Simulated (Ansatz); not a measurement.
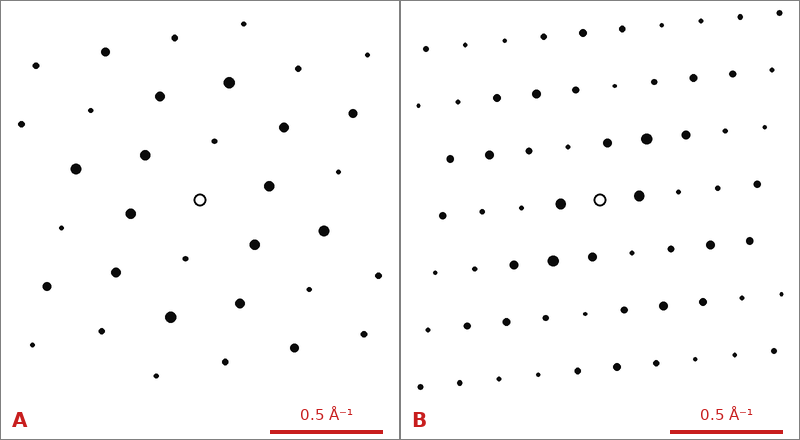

Kinematic electron diffraction patterns (300 kV, B = 0.5 Å², same scale, each along a low-index zone) of two structures of composition BiCl2, each relaxed at zero pressure with DFT PBE, scalar-relativistic, plane waves, PAW in Ansatz.

The structures (standard cells):
1. P4_2/mnm (No. 136), a = 7.356 Å, c = 3.482 Å, 6 atoms; generated start, possibly hypothetical
2. R-3m (No. 166), a = 4.586 Å, c = 16.884 Å (hexagonal axes), 9 atoms; generated start, possibly hypothetical

Question: Which pattern belongs to which structure, and along which zone?

Answer: A is structure 1 along [100] or an equivalent direction: centred rectangular net of 0 2 0 at d = 3.68 Å and 0 1 1 at d = 3.15 Å, 64.7° apart (some points of this net are extinct or too weak to see). B is structure 2 along [100] or an equivalent direction: oblique net of 0 0 3 at d = 5.63 Å and 0 -1 1 at d = 3.87 Å, 76.8° apart.

Question: Which structure lies lowest at this level of theory, and by how much?

Answer: Structure 1 (P4_2/mnm, 31.40 Å³ an atom) is the lowest of these; structure 2 (R-3m, 34.16 Å³ an atom) lies about 110 meV an atom higher. These are static energies at 0 K; other structures, not shown, may lie lower still.
